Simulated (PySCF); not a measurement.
# GeSe (Germanium monoselenide): wB97X-V/STO-6G

Aim: the vertical ionisation energy of GeSe (Germanium monoselenide) at wB97X-V/STO-6G, from 2 runs. The job is set up through a Python script.

The calculation is run with PySCF 2.14.0.

19 further runs of the same task are left out: 11 that didn't finish, 8 set aside as unsound or not needed.

### 1 Starting point

GeSe: 2 atoms, total charge 0, spin state singlet. As SMILES, `[Ge-]#[Se+]`. The bond length is the measured one.

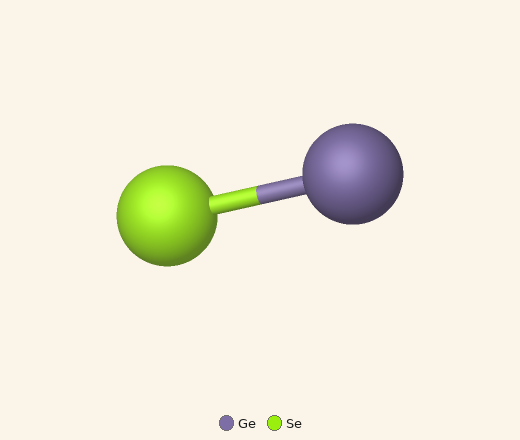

The structure, seen from a chosen angle (germanium purple, selenium green).

### 2 A single-point energy at wB97X-V/STO-6G

Input file input.py:

```python
from pyscf import gto, dft

mol = gto.M(
    atom='''
Ge     0.000000     0.000000     0.000000
Se     0.000000     0.000000     4.033864
''',
    verbose=3,
    max_memory=1860,
    basis='sto-6g',
    unit='bohr',
)

mf = dft.RKS(mol, xc='wb97x-v')
mf.conv_tol = 1e-10
mf.grids.level = 5
mf.nlcgrids.level = 1
mf.kernel()
if not mf.converged:
    mf = mf.newton().run(mf.mo_coeff, mf.mo_occ)

energy = mf.e_tot
print('E = %.10f Eh' % energy)
```

Command:

```bash
OMP_NUM_THREADS=1 python input.py
```

What it wrote:

```text
converged SCF energy = -4454.3588489971
E = -4454.3588489971 Eh
```

Run time: 32 s. Hardware: 1 thread of Arm Neoverse V1, shared host; peak memory 0.24 GiB.

### 3 The doublet cation at the same level

Input file run.py:

```python
from pyscf import gto, dft

mol = gto.M(
    atom='''
Ge     0.000000     0.000000     0.000000
Se     0.000000     0.000000     4.033864
''',
    verbose=3,
    charge=1,
    max_memory=1860,
    basis='sto-6g',
    spin=1,
    unit='bohr',
)

calc0 = dft.UKS(mol)
calc0.xc = 'wb97x-v'
calc0.nlcgrids.level = 1
calc0.conv_tol = 1e-10
calc0.grids.level = 5
calc0.kernel()
if not calc0.converged:
    calc0 = calc0.newton().run(calc0.mo_coeff, calc0.mo_occ)

etot = calc0.e_tot
print('E = %.10f Eh' % etot)
```

Command:

```bash
OMP_NUM_THREADS=1 python run.py
```

What it wrote:

```text
WARN: HOMO -0.627794657859425 >= LUMO -0.627794657859424

converged SCF energy = -4454.07941420552  <S^2> = 0.76811972  2S+1 = 2.0180384
E = -4454.0794142055 Eh
```

Wall time 44 s (1 thread of Arm Neoverse V1, shared host); peak memory 0.24 GiB.

### 4 What came out

Level: wB97X-V/STO-6G.

```
                                          quantity           value
                        singlet GeSe: total energy  -4454.35885 Eh
                       singlet GeSe: dipole moment          1.87 D
                         singlet GeSe: HOMO energy        -6.54 eV
                         singlet GeSe: LUMO energy         2.98 eV
                       singlet GeSe: HOMO–LUMO gap         9.52 eV
                      doublet cation: total energy  -4454.07941 Eh
doublet cation: HOMO energy (highest over α and β)       -15.06 eV
 doublet cation: LUMO energy (lowest over α and β)        -8.52 eV
                              doublet cation: ⟨S²⟩           0.768
vertical ionisation energy (to the doublet cation)        7.604 eV
```

Removing an electron at fixed nuclei costs 7.60 eV (175 kcal/mol). The negative HOMO energy of the first species, 6.54 eV, lies 1.07 eV below that difference. In a minimal basis such a difference can be off by several eV, whatever the method.
